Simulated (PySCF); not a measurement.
**C$_{9}$H$_{14}$Si (SMILES C=C=C(C#C[SiH2]C)C(C)C): density, localisation and related maps**

```xyz
24

C    -0.8131    2.8756    1.9179
C    -0.8628    1.8053    1.1953
C    -0.9178    0.7226    0.4628
C     0.2741    0.0742    0.0584
C     1.2749   -0.5011   -0.3043
Si    2.8099   -1.3675   -0.8458
C     4.3018   -0.4156   -0.1613
C    -2.2279    0.1058    0.0089
C    -2.2911    0.0970   -1.5179
C    -2.3473   -1.3104    0.5701
H    -0.8117    2.8360    2.9965
H    -0.7646    3.8597    1.4771
H     2.8417   -1.3887   -2.3157
H     2.7854   -2.7392   -0.3170
H     5.2362   -0.8869   -0.4536
H     4.3176    0.6069   -0.5285
H     4.2775   -0.3735    0.9242
H    -3.0479    0.7188    0.3995
H    -3.2246   -0.3500   -1.8540
H    -2.2325    1.1114   -1.9079
H    -1.4612   -0.4781   -1.9242
H    -2.3294   -1.2913    1.6581
H    -1.5185   -1.9234    0.2210
H    -3.2803   -1.7679    0.2478
```

Geometry: GFN2-xTB.

Computed with PBE0/pcSseg-1, SCF density, gas phase, non-relativistic in PySCF 2.14.0.

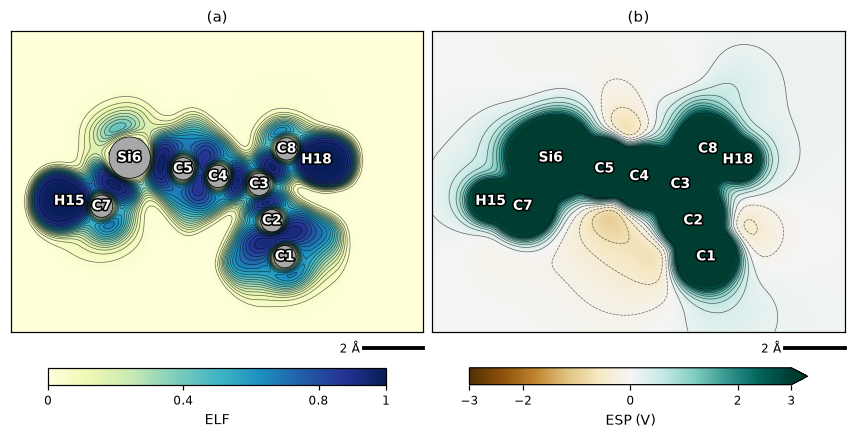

Figure 1. (a) electron localisation function; (b) electrostatic potential on the plane of atoms Si6, C7 and H15. Grey discs cover the atomic cores in the ELF map.

Q: Read the bonding off the picture.

A:
- Atoms in the plane: C, Si and H.
- C–C (1.21 Å): the ELF peaks at about 0.85 between the atoms; a multiple bond.
- C–Si (1.84 Å): the ELF peaks at about 0.95 between the atoms: a covalent bond.
- C–H (1.09 Å): the ELF climbs to about 1 towards the hydrogen, as it does in any bond to H: a covalent bond by its length.
- C–C (1.29 Å): the ELF peaks at about 0.90 between the atoms (a multiple bond).
- C–Si (1.90 Å): the ELF peaks at about 0.95 between the atoms, as expected for localised, covalent bonding.
- Outside the dense part of the molecule the potential is most negative (−1.0 V) near C5.

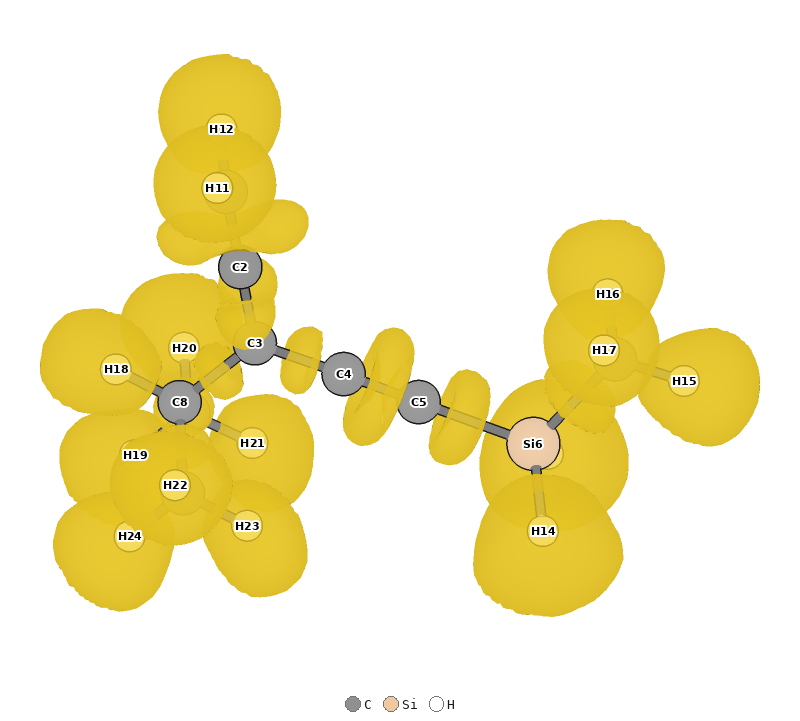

Figure 2. Isosurface of the ELF at 0.8 (yellow), seen at a tilt. Only the valence region is drawn (cores and ρ < 0.01 e/Å³ removed).

Q: Identify the bonds, lone pairs and shells in this picture.

A: The ELF exceeds this value in seven regions between bonded C–C atoms (shared pairs), two regions between bonded C–Si atoms (shared pairs) and 14 regions around hydrogen nuclei.

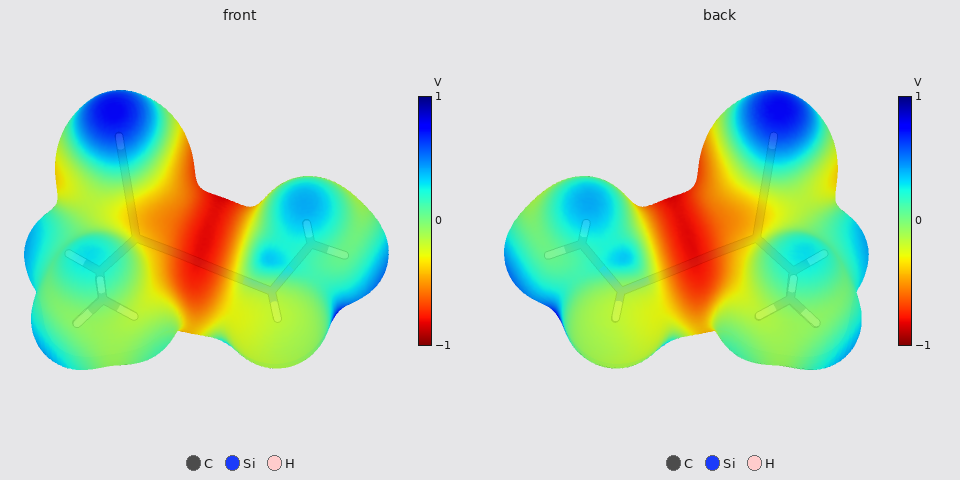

Figure 3. The molecular electrostatic potential painted on the density surface at 0.001 e/bohr³, seen from the front and from behind; red is negative and blue positive.

Q: Describe the electrostatic potential map.

A: The most negative region (about −0.8 V) lies over C4 and C5, the most positive (about +0.7 V) over Si6, H11 and H12.
